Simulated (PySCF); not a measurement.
# Cu(PH3)I (CuH₃IP): electronic structure

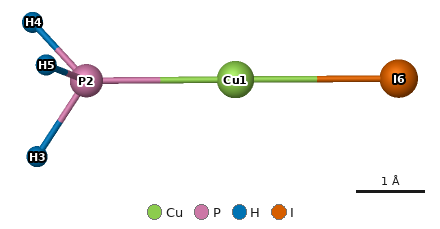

The molecule, with its atoms numbered as below. No frequency check shows the geometry to be a minimum.

Cartesian coordinates (Å):

```
Cu1      0.8764    0.0095   -0.0005
P2       3.1141   -0.0056    0.0006
H3       3.8177   -0.5994   -1.0300
H4       3.8213   -0.6207    1.0163
H5       3.8527    1.1615    0.0117
I6      -1.5777   -0.0025    0.0001
```

## 1. Bonding charge

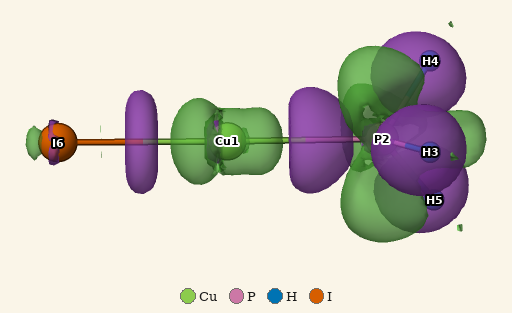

Deformation density (molecule less spherical, spin-averaged free atoms at the same positions), surfaces at ±0.04 e/Å³; purple: gain, green: loss.

Computed with PySCF, B3LYP/def2-TZVP, geometry: GFN2-xTB. Core potentials replace the inner electrons of I; spin–orbit coupling isn't included. This is a single-reference result, which may miss multireference character in this system.

> How much density has each bond gained at its critical point, relative to the free atoms?

P2–H5, P2–H3 and P2–H4: +0.27 e/Å³ at the bond critical point (bond length 1.38 Å, Mayer order 0.9). Cu1–P2: +0.10 e/Å³ at the bond critical point (bond length 2.24 Å, Mayer order 0.8); up to 0.6 Å beside the axis the gain reaches +0.25 e/Å³. Cu1–I6: +0.06 e/Å³ at the bond critical point (bond length 2.45 Å, Mayer order 1.0). In all, 1.4 electrons gather in the regions of gain relative to the promolecule. A small or negative value marks a very polar bond, one between electron-rich atoms, whose free-atom densities already overlap strongly, a long bond to a heavier atom, or a closed-shell contact such as a hydrogen bond.

## 2. Bond critical points

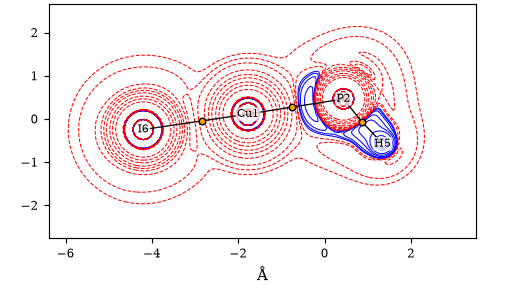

Negative Laplacian of the density (−∇²ρ) in the plane of Cu1, P2, H5 and I6 (solid blue lines positive, dashed red lines negative, contours at ±0.02 to ±8 a.u.), with bond paths and bond critical points (dots).

> At which bond critical points in this plane is charge locally concentrated, and at which depleted?

Concentrated (∇²ρ < 0): P2–H5 (−0.08 a.u.). Depleted (∇²ρ > 0): Cu1–P2 (+0.17 a.u., H = −0.029); Cu1–I6 (+0.13 a.u., H = −0.020). A positive Laplacian with negative H is typical of metal–ligand bonds.

> Where along Cu1–I6 does the critical point lie?

1.08 Å from Cu1 and 1.37 Å from I6.

## 3. Electrostatic potential

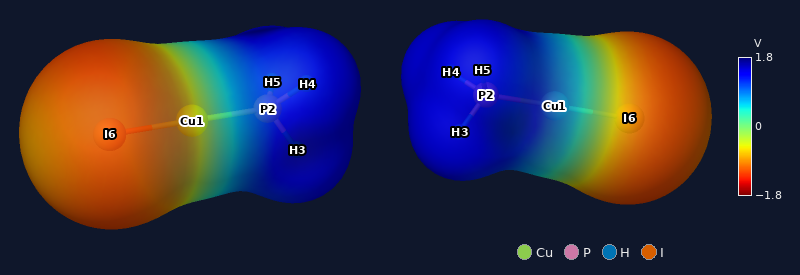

Electrostatic potential on the surface of electron density 0.001 a.u. (back view left, front view right).

> Where are the extremes of the potential on the surface?

Highest: 1.71 V, near H5 (1.87 Å), H4 (1.93 Å) and P2 (2.06 Å), and at like points elsewhere. Further maxima include 1.43 V, near H5 (1.76 Å) and H4 (1.89 Å), over P2 (2.2 Å). Lowest: −1.19 V, 2.5 Å from I6, and at like points elsewhere. The surface is sampled at points, so like sites can differ by a few per cent and only the strongest of them is named.

## 4. In an electric field

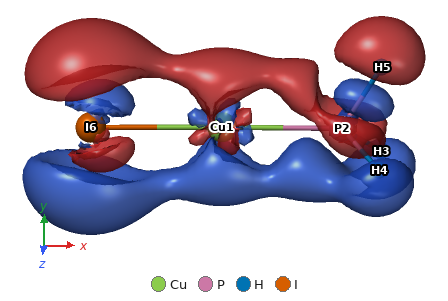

Change of the electron density in a uniform field of 0.41 V/Å, surfaces at ±0.003 e/Å³ (red: gain, blue: loss).

Method: r2SCAN/def2-SVPD; geometry: GFN2-xTB; program: PySCF. Core potentials replace the inner electrons of I; spin–orbit coupling isn't included. This is a single-reference result, which may miss multireference character in this system.

The field was applied in both directions; the picture shows the one opposite to the script's first.

> Along which Cartesian direction does the field point?

Along −y: electrons gather on the +y side, against the field.

> What dipole is induced, and what polarisability does it imply?

The induced dipole is 1.51 D (along the field); α along this axis, from the fields in both directions, is 74 bohr³ (11.0 Å³).

The PySCF runs shown took 28 s and 83 s on 1 thread of Intel(R) Xeon(R) Platinum 8175M CPU @ 2.50GHz (Skylake/Cascade Lake), on a shared host.
